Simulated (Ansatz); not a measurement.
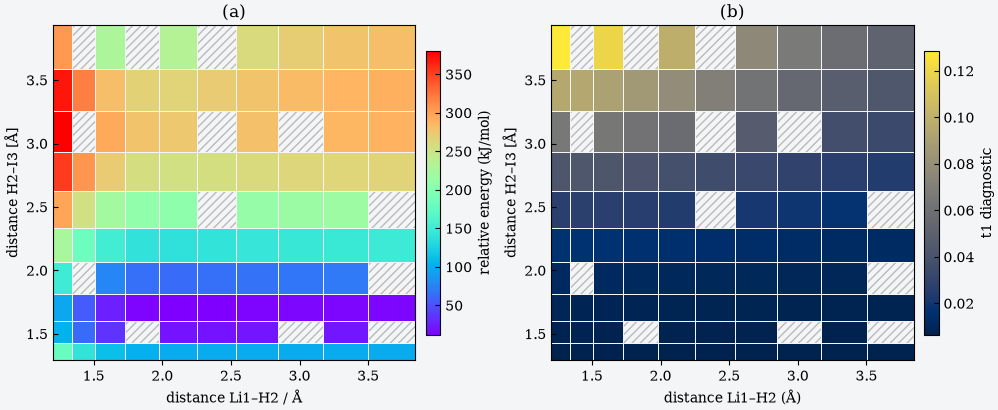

The system Li⁺ + HI. The first coordinate is: distance Li1–H2; the second: distance H2–I3. Nothing is relaxed (the angle Li1–H2–I3 is fixed at 180 degrees). The scan uses a 10 × 10 grid. At 13 points there is no value. Energies are in kJ/mol, from Li with charge +1 far from the relaxed HI (each part in its own basis). The restricted reference is unstable at some or all points, so the energies there are unreliable. Computed with RHF-CCSD(T), frozen core/def2-TZVPD (Ansatz).

Panel (a) is the energy and panel (b) the computed t1 diagnostic on the same grid.

In the figure: one coloured cell a grid point, hatched blanks where no value was computed.

How does the t1 diagnostic vary over the map, and what is it at the lowest grid point?

Answer. Leaving out the highest fifth of the energies, it runs from 0.01  at distance Li1–H2 = 3.331 Å, distance H2–I3 = 1.360 Å to 0.12  at distance Li1–H2 = 1.612 Å, distance H2–I3 = 3.760 Å. At the lowest grid point, distance Li1–H2 = 2.108 Å, distance H2–I3 = 1.700 Å, it is 0.01 .
